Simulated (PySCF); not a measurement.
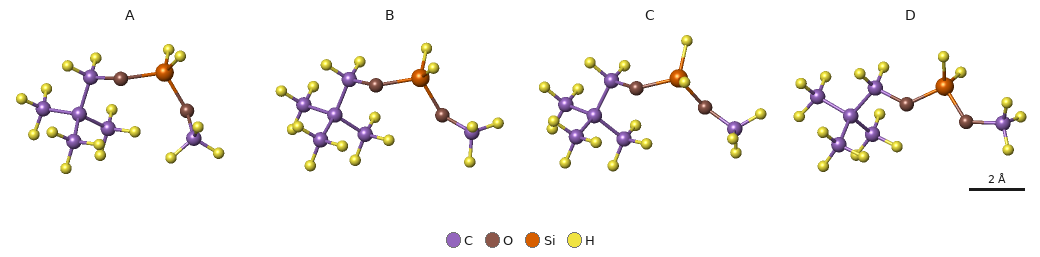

4 geometries from one relaxation of C₆H₁₆O₂Si, in shuffled order. Style: ball-and-stick. Shown at a tilt.

The start comes from GFN2-xTB. Its atoms were then displaced at random by about 0.01 Å.

Method: PBE0-D3(BJ)/def2-SVP geometry optimisation, gas phase (PySCF). 

Put them in the order of the run, from the start to the converged end.

Answer. D, C, B, A. They are steps 0, 12, 19, 30, at +56.5 kJ/mol, +13.0 kJ/mol, +6.01 kJ/mol relative to the last. An H atom moves most after the best rigid fit: 2.31 Å. Largest moves by element: H 2.31 Å, C 1.33 Å, O 1.16 Å, Si 0.55 Å. Among the contacts that change: O–Si 1.555 → 1.653 Å, C–H 1.064 → 1.105 Å, O–Si 1.623 → 1.660 Å, C–H 1.086 → 1.108 Å. Bond angles that change, for instance: O–Si–O 98.9° → 113.6°, O–Si–H 112.8° → 105.5°, O–Si–H 112.3° → 105.5°. Groups turn about O–Si by about 110°, C–O by about 90°, O–Si by about 80°. After 30 geometry steps the energy has fallen by 56.5 kJ/mol. Cost: 23 min on 1 thread of Arm Neoverse N1, with other jobs on the host.
